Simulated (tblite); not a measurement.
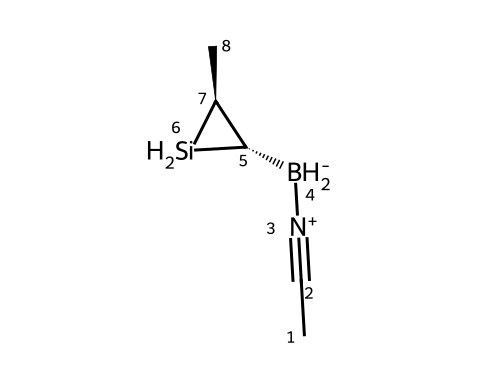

Skeletal drawing with numbered atoms; wedges and dashes mark any stereocentres. The configuration is that of a computed structure (GFN2-xTB).

What are the Cahn–Ingold–Prelog descriptors?

C5: S; C7: S.

Give a SMILES with the stereochemistry.

CC#[N+][BH2-][C@@H]1[SiH2][C@H]1C
